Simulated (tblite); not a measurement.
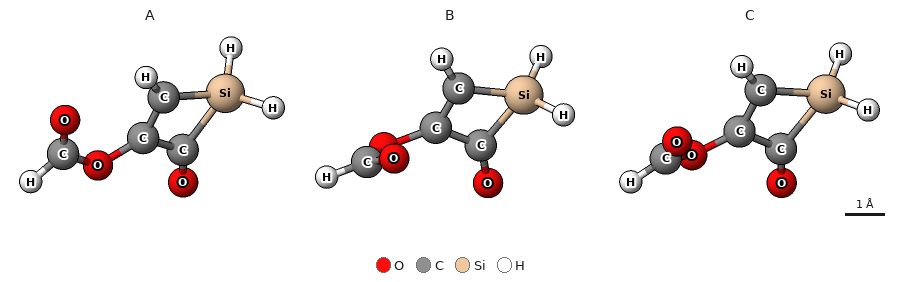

3 geometries from one relaxation of C4H4O3Si, in shuffled order. The picture is a ball-and-stick view, seen from a free direction.

All numbers below come from tblite, GFN2-xTB geometry optimisation, gas phase. 

Order the frames from highest to lowest energy.

B, C, A. They are steps 0, 35, 82, at +1.141 eV, +0.038 eV relative to the last. The atom that moves furthest after the best rigid fit is an O atom (1.27 Å). Largest moves by element: O 1.27 Å, H 0.65 Å, C 0.40 Å, Si 0.11 Å. Among the contacts that change: C–Si 1.818 → 1.949 Å, C–Si 1.805 → 1.896 Å, C–O 1.406 → 1.331 Å, C–O 1.265 → 1.201 Å. Bond angles that change, for instance: C–C–C 95.4° → 103.6°, C–O–C 113.9° → 122.0°, Si–C–O 132.1° → 140.0°. Groups turn about C–O by about 60°. The energy falls by 1.141 eV in 82 geometry steps.
